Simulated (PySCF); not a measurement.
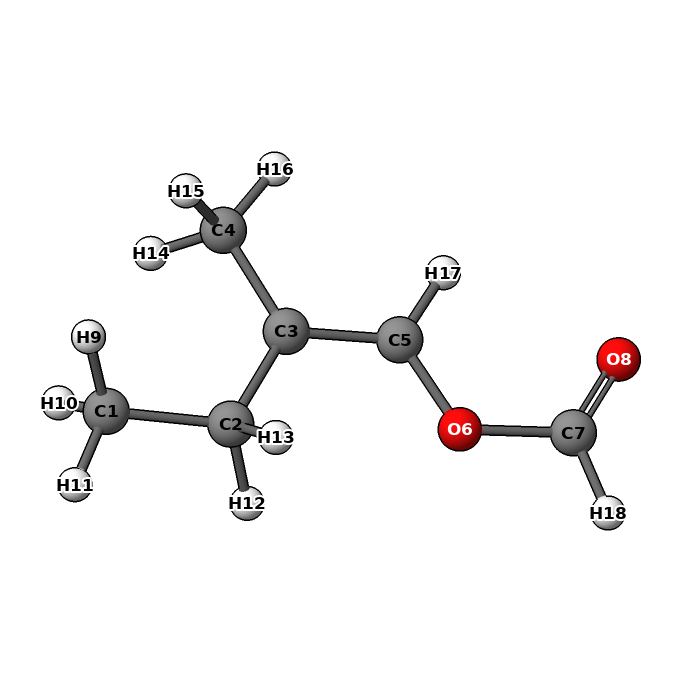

The questions are on Mulliken spin populations. Charge +1, doublet. The geometry was computed by an optimisation with GFN2-xTB. No frequency run is at hand to confirm it as a minimum. Properties computed with UKS B3LYP, pcH-1 on C H O, non-relativistic (PySCF 2.14.0).

### Which atom carries the largest spin population?

C5 (0.39 e).

### Which atom has the lowest spin population?

C4 (−0.03 e); a negative value comes from spin polarisation.

Give the Mulliken spin populations atom by atom.

| atom | value (e) |
| --- | --- |
| C1 | 0.00 |
| C2 | −0.02 |
| C3 | 0.35 |
| C4 | −0.03 |
| C5 | 0.39 |
| O6 | 0.13 |
| C7 | −0.02 |
| O8 | 0.05 |
| H9 | 0.00 |
| H10 | 0.00 |
| H11 | 0.00 |
| H12 | 0.04 |
| H13 | 0.04 |
| H14 | 0.03 |
| H15 | 0.04 |
| H16 | 0.00 |
| H17 | −0.02 |
| H18 | 0.00 |

Mulliken values depend strongly on the basis set.
